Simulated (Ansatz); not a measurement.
Take BN in the zinc blende structure (space group F-43m, No. 216; a = 3.624 Å) as the base.

Perturbation: cell and atoms relaxed at a pressure of 0.7 GPa.

All numbers come from Ansatz (a program for electronic structure), PBE, PAW, cutoff 420 eV, no SOC, earlier PAW set.

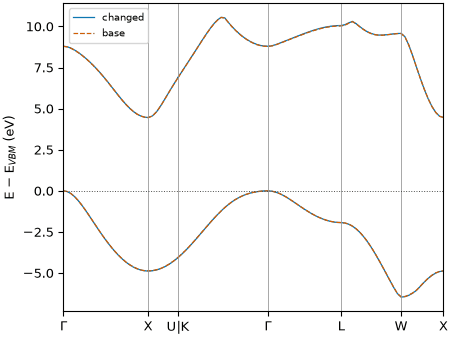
*Highest valence and lowest conduction band along the path, each from its own valence-band maximum*

### Question
From the figure, how large is the changed gap, and is it direct?

### Answer
About 4.5 eV, indirect, Γ → X.

Load acts through the strain it causes; cell and atoms are relaxed under it. No phonon test of stability was made.
